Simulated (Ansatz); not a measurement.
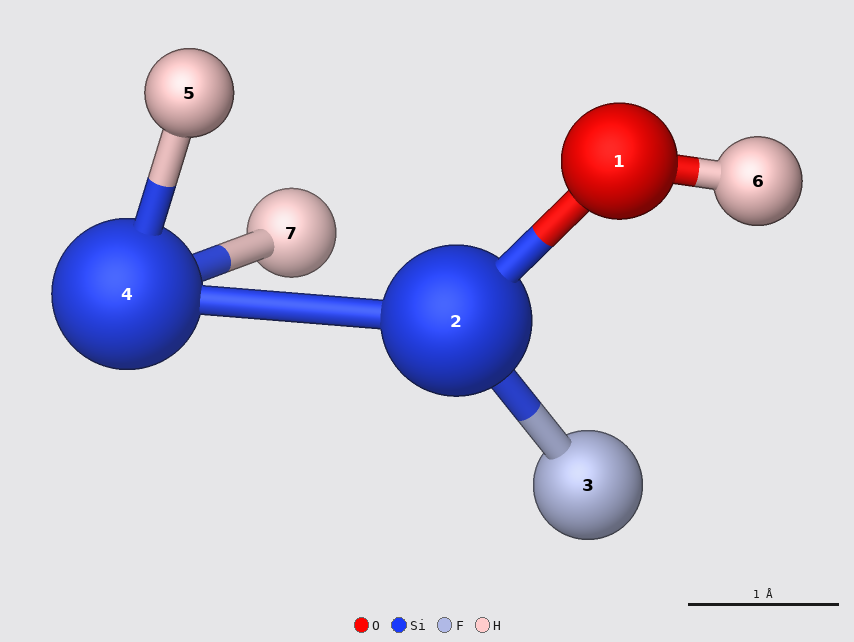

Numbered structure. The geometry was computed by an optimisation with PBE0-D4/def2-TZVP. No frequency run is at hand to confirm it as a minimum.

Give these bond angles: Si2–O1–H6, O1–Si2–F3, O1–Si2–Si4, F3–Si2–Si4, Si2–Si4–H5, Si2–Si4–H7, H5–Si4–H7.

```csv
angle,degrees
Si2–O1–H6,117.8
O1–Si2–F3,104.3
O1–Si2–Si4,130.3
F3–Si2–Si4,123.6
Si2–Si4–H5,76.4
Si2–Si4–H7,55.0
H5–Si4–H7,83.3
```
